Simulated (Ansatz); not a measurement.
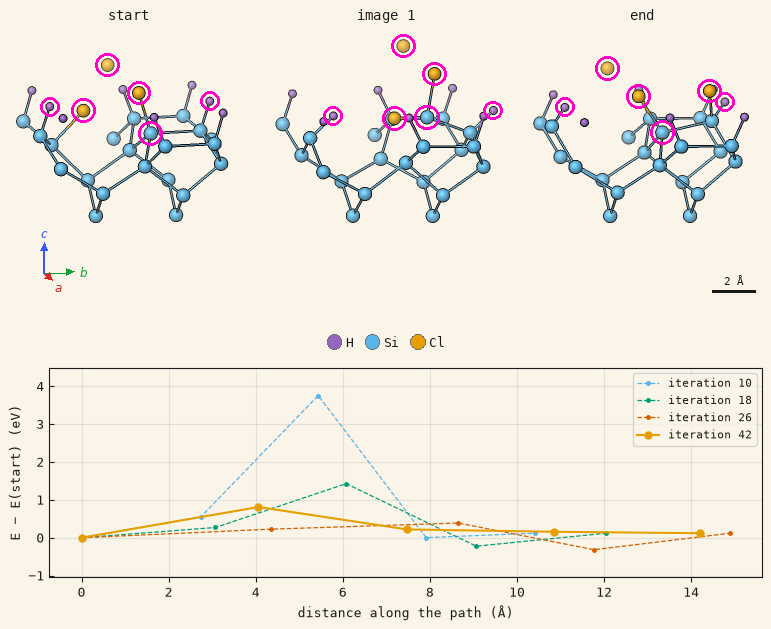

NEB run on Cl2 on Si(100)-2x1, H-covered but for one site, underside capped with H (33 atoms in the cell). Images are numbered from 0 (start) to 4 (end). The plot follows the band through its iterations. A ball-and-stick model of the atoms within 6.6 Å of the middle of the path, seen slightly off an axis. The atoms that move most are ringed. Bonds to atoms that aren't drawn are left out.

Method: Ansatz, DFT PBEsol, scalar-relativistic, plane waves, PAW. Run with plane-wave cutoff 420 eV; k-point mesh 1 × 1 × 1; Gaussian smearing 0.05 eV; spin collinear; 12 atoms held fixed; 3 movable images; climbing image; force threshold 0.05 eV/Å; iteration limit 42.

Question: Judge this run.

Answer: The result isn't final. The band hadn't converged when the run stopped after 42 iterations. The barrier read from it is provisional: over the last two iterations the highest image moved from 1.19 eV to 0.81 eV. The largest force component is 0.51 eV/Å at the start and 0.55 eV/Å at the end; an end with forces this large is no minimum, and the barrier measured from it can be far off. A single k-point is too coarse for this cell, so the energies are unreliable. The first iteration put the highest image at 433.34 eV. The highest point, image 1, lies 0.81 eV above the start and 0.69 eV above the end; the end is at +0.12 eV relative to the start.

Limits of the set-up: the periodic images lie only 7.7 Å apart, so the values are limited by the cell's size.

The run took 8.2 min on 4 threads of Intel(R) Xeon(R) Platinum 8259CL CPU @ 2.50GHz (Skylake/Cascade Lake), with other jobs on the host, peak memory 1.8 GiB.

PAW datasets: the set soft_1.
